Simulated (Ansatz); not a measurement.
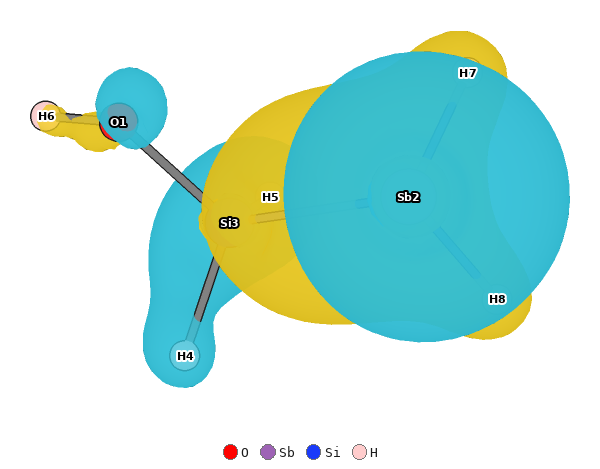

H5OSbSi (SMILES O[SiH2][SbH2]). The HOMO at ±0.1 Å⁻³ᐟ² (yellow and cyan are the two phases), seen at a tilt.

Geometry: r2SCAN-D4/def2-SVP; core potentials replace the inner electrons of Sb.

These are results of isolated molecule in a Gaussian basis; Kohn-Sham density functional theory, functional PBE0 (Ansatz 0.2.0), not measurements.

```xyz
8

O    -1.6778   -0.3708    0.8798
Sb    0.4832    2.1675    0.1131
Si   -0.0120   -0.2214    0.9409
H     0.5100   -0.3616    2.3403
H     0.6589   -1.2738    0.1105
H    -2.0398   -1.2347    1.1114
H     0.4459    1.6326   -1.5187
H     2.1648    1.8200    0.2099
```

Q: Where does this orbital lie, and at what energy?

A: Its weight (Hirshfeld) is mainly on Sb2 (about 65 %) and Si3 (about 20 %). Its energy is −7.17 eV.
